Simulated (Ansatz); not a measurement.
# SiGeS+ (doublet): trial inputs and their diagnosis

3 inputs are run for SiGeS+ (doublet) as typed; the log has to tell whether the result can be used and what must change.

Method: the settings change from run to run; program: Ansatz 0.2.0, Gaussian basis.

26 further runs of the same task are left out: 2 for a known fault of the program, 12 that didn't finish, 12 set aside as unsound or not needed.

## Step 1: What is computed

The geometry is a PBE0/def2-TZVP stationary point (not a proven minimum) of the parent state, kept for this charge and spin. No spin-orbit coupling is included. The filled d shell of Ge may be among the frozen orbitals whatever the setting's name suggests; the logs give the count.

3 atoms, charge 1, spin multiplicity 2.

Atoms are counted from 1 here; the program's logs count them from 0.

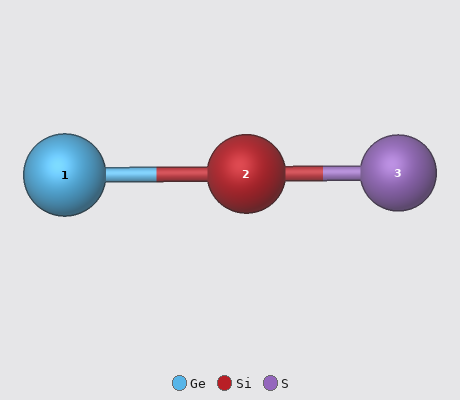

The structure; germanium blue, silicon red, sulfur purple; atoms are numbered from 1 in the order of the file.

## Step 2: Attempt 1

in.yaml reads:

```yaml
crystal:
  periodic: [false, false, false]
  atoms:
    - {symbol: Ge, position_ang: [0.000000, 0.000000, 2.186933]}
    - {symbol: Si, position_ang: [0.000000, 0.000000, -0.125967]}
    - {symbol: S, position_ang: [0.000000, 0.000000, -2.060967]}
basis:
  gaussian: {orbitals: STO-3G}
total_charge: 1
magnetization: {spin_polarized: false, initial_magnetization: 1}
correlation: {method: fic_mrcisd_q_relaxed, electrons: outside_noble_gas, active_space: {window: {electrons: 1, orbitals: 5}, states: [{multiplicity: 2, weights: [1, 1, 1, 1]}]}}
```

Started as:

```console
$ ansatz run in.yaml --threads 1 --pin off --events-out ev --progress --plain --max-ram 2393MiB
```

What it wrote:

```text
Functional definition: HF
  name "HF"
  cite "Fock, Z. Phys. 61, 126 (1930) doi:10.1007/BF01340294"
  parent pbe
  exchange = exact_x
  correlation = 0
522 factors; integrals over basis functions are off by at most 3.5e-8 eV
mean field evaluation 1: about -74287.7786 eV, gradient 3.2e1 eV
mean field evaluation 2: about -74287.7896 eV, gradient 3.2e1 eV
mean field evaluation 4: about -74294.3471 eV, gradient 4.0e0 eV
mean field evaluation 8: about -74294.8072 eV, gradient 1.3e-1 eV
mean field evaluation 16: about -74294.8062 eV, gradient 2.3e-4 eV
mean field evaluation 32: about -74268.2898 eV, gradient 7.0e1 eV
mean field -74294.80593638 eV, -2730.2837593339 hartree, gradient 7.0e-6 eV, S^2 0.750000; 3 other end points of the search recorded, 0 dependent functions left out
[... 1 line left out ...]
state -74294.60681793 eV, -2730.2764418657 hartree
state -74294.60344888 eV, -2730.2763180552 hartree
state -74290.40258199 eV, -2730.1219390446 hartree
state -74289.74054466 eV, -2730.0976096215 hartree
contracted CI cycle   1: correlation 0.00000000 eV, 0.0000000000 hartree, residual 1.11e1 eV
contracted CI cycle   2: correlation -3.28531642 eV, -0.1207331517 hartree, residual 3.05e0 eV
contracted CI cycle   3: correlation -3.66929684 eV, -0.1348441718 hartree, residual 1.49e0 eV
contracted CI cycle   4: correlation -3.75992988 eV, -0.1381748746 hartree, residual 5.35e-1 eV
contracted CI cycle   5: correlation -3.77098038 eV, -0.1385809728 hartree, residual 2.03e-1 eV
contracted CI cycle   6: correlation -3.77267915 eV, -0.1386434017 hartree, residual 8.84e-2 eV
contracted CI cycle   7: correlation -3.77298166 eV, -0.1386545186 hartree, residual 3.02e-2 eV
contracted CI cycle   8: correlation -3.77301750 eV, -0.1386558356 hartree, residual 1.07e-2 eV
contracted CI cycle   9: correlation -3.77302194 eV, -0.1386559989 hartree, residual 4.52e-3 eV
contracted CI cycle  10: correlation -3.77302283 eV, -0.1386560317 hartree, residual 1.92e-3 eV
contracted CI cycle  11: correlation -3.77302300 eV, -0.1386560379 hartree, residual 8.27e-4 eV
contracted CI cycle  12: correlation -3.77302303 eV, -0.1386560390 hartree, residual 3.65e-4 eV
state -74294.60681793 eV, -2730.2764418657 hartree; corrected -74298.96394398 eV, -2730.4365632945 hartree
contracted CI cycle   1: correlation 0.00000000 eV, 0.0000000000 hartree, residual 1.11e1 eV
contracted CI cycle   2: correlation -3.29131462 eV, -0.1209535812 hartree, residual 3.04e0 eV
contracted CI cycle   3: correlation -3.67381659 eV, -0.1350102694 hartree, residual 1.49e0 eV
contracted CI cycle   4: correlation -3.76379244 eV, -0.1383168208 hartree, residual 5.32e-1 eV
contracted CI cycle   5: correlation -3.77467938 eV, -0.1387169085 hartree, residual 1.92e-1 eV
contracted CI cycle   6: correlation -3.77604118 eV, -0.1387669540 hartree, residual 7.90e-2 eV
contracted CI cycle   7: correlation -3.77624759 eV, -0.1387745393 hartree, residual 2.87e-2 eV
contracted CI cycle   8: correlation -3.77627599 eV, -0.1387755829 hartree, residual 9.16e-3 eV
contracted CI cycle   9: correlation -3.77627950 eV, -0.1387757121 hartree, residual 3.89e-3 eV
contracted CI cycle  10: correlation -3.77628013 eV, -0.1387757350 hartree, residual 1.57e-3 eV
contracted CI cycle  11: correlation -3.77628024 eV, -0.1387757391 hartree, residual 6.75e-4 eV
contracted CI cycle  12: correlation -3.77628026 eV, -0.1387757398 hartree, residual 2.52e-4 eV
state -74294.60344888 eV, -2730.2763180552 hartree; corrected -74298.96931521 eV, -2730.4367606839 hartree
contracted CI cycle   1: correlation 0.00000000 eV, 0.0000000000 hartree, residual 1.11e1 eV
contracted CI cycle   2: correlation -3.40483297 eV, -0.1251253036 hartree, residual 3.43e0 eV
contracted CI cycle   3: correlation -3.88134360 eV, -0.1426367466 hartree, residual 1.48e0 eV
contracted CI cycle   4: correlation -3.97670125 eV, -0.1461410754 hartree, residual 5.47e-1 eV
contracted CI cycle   5: correlation -3.99022897 eV, -0.1466382100 hartree, residual 2.37e-1 eV
[... 262 lines left out ...]
contracted CI cycle 254: correlation -4.58420734 eV, -0.1684665126 hartree, residual 1.73e0 eV
contracted CI cycle 255: correlation -4.58450300 eV, -0.1684773777 hartree, residual 1.88e0 eV
contracted CI cycle 256: correlation -4.58431750 eV, -0.1684705606 hartree, residual 1.78e0 eV
contracted CI cycle 257: correlation -4.58456620 eV, -0.1684797004 hartree, residual 1.91e0 eV
contracted CI cycle 258: correlation -4.58440870 eV, -0.1684739122 hartree, residual 1.82e0 eV
contracted CI cycle 259: correlation -4.58461913 eV, -0.1684816455 hartree, residual 1.95e0 eV
contracted CI cycle 260: correlation -4.58448462 eV, -0.1684767023 hartree, residual 1.87e0 eV
contracted CI cycle 261: correlation -4.58466376 eV, -0.1684832855 hartree, residual 1.99e0 eV
contracted CI cycle 262: correlation -4.58454819 eV, -0.1684790386 hartree, residual 1.91e0 eV
contracted CI cycle 263: correlation -4.58470164 eV, -0.1684846776 hartree, residual 2.02e0 eV
contracted CI cycle 264: correlation -4.58460176 eV, -0.1684810071 hartree, residual 1.95e0 eV
contracted CI cycle 265: correlation -4.58473400 eV, -0.1684858670 hartree, residual 2.05e0 eV
contracted CI cycle 266: correlation -4.58464717 eV, -0.1684826760 hartree, residual 1.99e0 eV
contracted CI cycle 267: correlation -4.58476182 eV, -0.1684868894 hartree, residual 2.08e0 eV
contracted CI cycle 268: correlation -4.58468591 eV, -0.1684840995 hartree, residual 2.02e0 eV
contracted CI cycle 269: correlation -4.58478588 eV, -0.1684877735 hartree, residual 2.11e0 eV
contracted CI cycle 270: correlation -4.58471915 eV, -0.1684853211 hartree, residual 2.06e0 eV
contracted CI cycle 271: correlation -4.58480680 eV, -0.1684885422 hartree, residual 2.14e0 eV
contracted CI cycle 272: correlation -4.58474784 eV, -0.1684863753 hartree, residual 2.09e0 eV
contracted CI cycle 273: correlation -4.58482509 eV, -0.1684892142 hartree, residual 2.17e0 eV
contracted CI cycle 274: correlation -4.58477273 eV, -0.1684872901 hartree, residual 2.12e0 eV
contracted CI cycle 275: correlation -4.58484115 eV, -0.1684898044 hartree, residual 2.20e0 eV
contracted CI cycle 276: correlation -4.58479444 eV, -0.1684880880 hartree, residual 2.15e0 eV
contracted CI cycle 277: correlation -4.58485532 eV, -0.1684903253 hartree, residual 2.22e0 eV
contracted CI cycle 278: correlation -4.58481347 eV, -0.1684887874 hartree, residual 2.18e0 eV
contracted CI cycle 279: correlation -4.58486788 eV, -0.1684907870 hartree, residual 2.25e0 eV
contracted CI cycle 280: correlation -4.58483023 eV, -0.1684894034 hartree, residual 2.21e0 eV
contracted CI cycle 281: correlation -4.58487906 eV, -0.1684911978 hartree, residual 2.27e0 eV
contracted CI cycle 282: correlation -4.58484506 eV, -0.1684899482 hartree, residual 2.23e0 eV
contracted CI cycle 283: correlation -4.58488905 eV, -0.1684915649 hartree, residual 2.30e0 eV
contracted CI cycle 284: correlation -4.58485823 eV, -0.1684904322 hartree, residual 2.26e0 eV
contracted CI cycle 285: correlation -4.58489801 eV, -0.1684918941 hartree, residual 2.32e0 eV
contracted CI cycle 286: correlation -4.58486997 eV, -0.1684908637 hartree, residual 2.28e0 eV
contracted CI cycle 287: correlation -4.58490607 eV, -0.1684921903 hartree, residual 2.34e0 eV
contracted CI cycle 288: correlation -4.58488048 eV, -0.1684912499 hartree, residual 2.31e0 eV
contracted CI cycle 289: correlation -4.58491334 eV, -0.1684924576 hartree, residual 2.36e0 eV
contracted CI cycle 290: correlation -4.58488992 eV, -0.1684915968 hartree, residual 2.33e0 eV
contracted CI cycle 291: correlation -4.58491993 eV, -0.1684926996 hartree, residual 2.38e0 eV
contracted CI cycle 292: correlation -4.58489842 eV, -0.1684919093 hartree, residual 2.35e0 eV
contracted CI cycle 293: correlation -4.58492591 eV, -0.1684929193 hartree, residual 2.40e0 eV
contracted CI cycle 294: correlation -4.58490611 eV, -0.1684921919 hartree, residual 2.37e0 eV
contracted CI cycle 295: correlation -4.58493135 eV, -0.1684931194 hartree, residual 2.42e0 eV
contracted CI cycle 296: correlation -4.58491308 eV, -0.1684924480 hartree, residual 2.39e0 eV
contracted CI cycle 297: correlation -4.58493632 eV, -0.1684933020 hartree, residual 2.44e0 eV
contracted CI cycle 298: correlation -4.58491942 eV, -0.1684926808 hartree, residual 2.41e0 eV
contracted CI cycle 299: correlation -4.58494087 eV, -0.1684934691 hartree, residual 2.46e0 eV
contracted CI cycle 300: correlation -4.58492519 eV, -0.1684928929 hartree, residual 2.43e0 eV
state -74289.74054466 eV, -2730.0976096215 hartree; corrected -74295.45864475 eV, -2730.3077459238 hartree
WARN: 1 active orbitals are nearly empty or full. The corrections depend on them more than the energy does, and are more stable in an active space without them
WARN: the results are in doubt because the states' residual is 2.4e0 eV, above 1.8e-3 eV
Total energy: -74297.13713628 eV, -2730.3694293501 hartree
In doubt: the states' residual is 2.4e0 eV, above 1.8e-3 eV
```

Run time: 7.5 s. Hardware: 1 thread of Arm Neoverse N1, shared host.

**Diagnosis.** The run did not converge.

## Step 3: Attempt 2

in.yaml reads:

```yaml
crystal:
  periodic: [false, false, false]
  atoms:
    - {symbol: Ge, position_ang: [0.000000, 0.000000, 2.186933]}
    - {symbol: Si, position_ang: [0.000000, 0.000000, -0.125967]}
    - {symbol: S, position_ang: [0.000000, 0.000000, -2.060967]}
basis:
  gaussian: {orbitals: "6-31G*"}
total_charge: 1
correlation: {method: fic_mrcisd_q, electrons: outside_noble_gas, active_space: {window: {electrons: 3, orbitals: 3}}}
accuracy: high
magnetization: {spin_polarized: true, initial_magnetization: 1}
```

Same command.

What it wrote:

```text
Error: invalid value for `correlation.active_space`: it starts from restricted Hartree–Fock orbitals; set hamiltonian.xc: hf without magnetization.spin_polarized
```

Wall time 0.03 s (1 thread of Arm Neoverse N1, shared host).

What is wrong: The run was refused. An active space is asked on unrestricted orbitals. Cure: drop spin_polarized: true.

## Step 4: Attempt 3

in.yaml reads:

```yaml
crystal:
  periodic: [false, false, false]
  atoms:
    - {symbol: Ge, position_ang: [0.000000, 0.000000, 2.186933]}
    - {symbol: Si, position_ang: [0.000000, 0.000000, -0.125967]}
    - {symbol: S, position_ang: [0.000000, 0.000000, -2.060967]}
basis:
  gaussian: {orbitals: cc-pVDZ}
total_charge: 1
magnetization: {spin_polarized: false, initial_magnetization: 1}
correlation: {method: sc_nevpt2, electrons: valence, active_space: {window: {electrons: 3, orbitals: 3}, states: [{multiplicity: 2, irrep: T2g, weights: [1]}]}}
scf: {lower_state_search: full}
```

The command is unchanged.

What it wrote:

```text
Functional definition: HF
  name "HF"
  cite "Fock, Z. Phys. 61, 126 (1930) doi:10.1007/BF01340294"
  parent pbe
  exchange = exact_x
  correlation = 0
1204 factors; integrals over basis functions are off by at most 1.5e-7 eV
mean field evaluation 1: about -75139.0748 eV, gradient 3.1e1 eV
mean field evaluation 2: about -75139.0848 eV, gradient 3.1e1 eV
mean field evaluation 4: about -75143.8951 eV, gradient 6.0e0 eV
mean field evaluation 8: about -75144.2969 eV, gradient 1.8e-1 eV
mean field evaluation 16: about -75141.4698 eV, gradient 6.3e0 eV
mean field evaluation 32: about -75144.2976 eV, gradient 1.7e-6 eV
mean field evaluation 64: about -75141.9170 eV, gradient 2.3e-6 eV
mean field evaluation 96: about -75144.2415 eV, gradient 1.6e0 eV
mean field evaluation 128: about -75139.7982 eV, gradient 8.4e0 eV
mean field evaluation 160: about -75128.9695 eV, gradient 4.1e1 eV
mean field evaluation 192: about -75144.2976 eV, gradient 1.3e-6 eV
mean field -75144.29759297 eV, -2761.5020019075 hartree, gradient 2.8e-6 eV, S^2 0.750000; 13 other end points of the search recorded, 0 dependent functions left out
reference -75144.29759297 eV, -2761.5020019075 hartree; 31, 30 occupied and 32, 33 virtual orbitals, 1204 factors
Error: the irrep T2g is not accepted for these orbitals, which take A1, B1, B2, A2, or 1 to 4
```

Run time: 18 s. Hardware: 1 thread of Arm Neoverse N1, shared host.

What is wrong: The run stopped with an error. The symmetry label isn't in the molecule's group. To mend it, name an irrep that the log lists.

## Step 5: How the runs ended

| attempt | level | ended | cause | time |
| --- | --- | --- | --- | --- |
| 1 | MRCISD+Q(relaxed)(1,5)/STO-3G | not converged | see the log | 7.5 s |
| 2 | MRCISD+Q(3,3)/6-31G* | refused | an active space is asked on unrestricted orbitals | 0.03 s |
| 3 | NEVPT2(3,3)/cc-pVDZ | stopped by an error | the symmetry label isn't in the molecule's group | 18 s |

1 not converged, 1 refused, 1 stopped by an error.
